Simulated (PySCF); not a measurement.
Al(H)(OMe)(SeH), SMILES C[O][AlH][SeH] (CH₅AlOSe) at its PBE0/def2-SVP optimised geometry (Å):

```
9

Al    -0.5324     0.3170     0.0000
H     -1.2769     1.7049     0.0000
O      1.1559     0.3170     0.0000
C      2.2867    -0.4853     0.0063
H      2.0524    -1.5593     0.1309
H      2.8504    -0.3748    -0.9370
H      2.9627    -0.1941     0.8295
Se    -1.6699    -1.7049     0.0034
H     -2.9627    -1.0012     0.0173
```

Method: PBE0/def2-TZVP run with PySCF 2.14.0.

Map of the electron localisation function on the plane z = 1.2 Å:

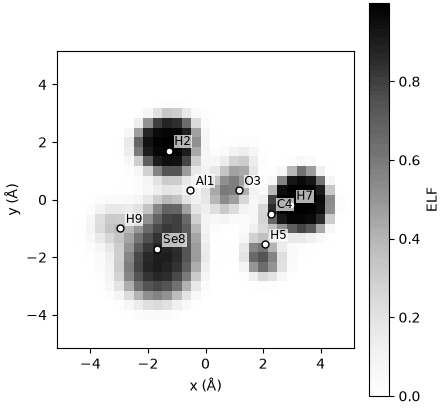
Figure. Electron localisation function on the plane z = 1.2 Å.
